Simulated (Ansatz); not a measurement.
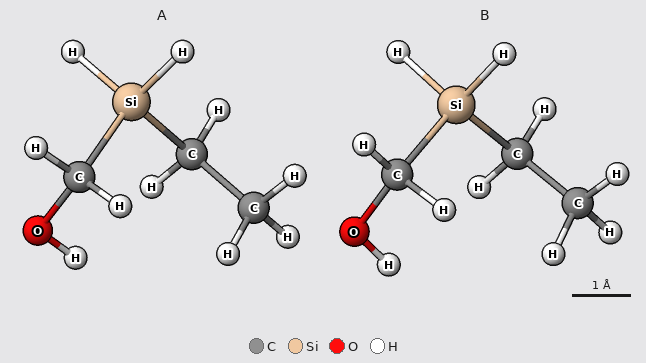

Two geometries of C₃H₁₀OSi (coarse preliminary run), drawn at one scale. One is the start of a relaxation, the other its converged end. Style: ball-and-stick. Shown at a tilt.

Computed with RKS PBE-D4/def2-SVP in Ansatz 0.2.0. Settings: force threshold 0.03 eV/Å; at most 200 steps.

**Which of the two is the end point?**

Structure A is the relaxed one. The start comes from a force field. The atom that moves furthest after the best rigid fit is an H atom (0.25 Å). Largest moves by element: H 0.25 Å, O 0.14 Å, C 0.12 Å, Si 0.07 Å. Some distances before and after: C–H 1.211 → 1.119 Å, C–C 1.460 → 1.536 Å, C–H 1.060 → 1.111 Å, C–Si 1.853 → 1.902 Å. Bond angles that change, for instance: O–C–H 104.8° → 112.5°, Si–C–O 118.0° → 111.0°, Si–C–H 104.8° → 111.1°. After 6 geometry steps the energy has fallen by 0.510 eV. The largest force component goes from 4.3 to 0.017 eV/Å.
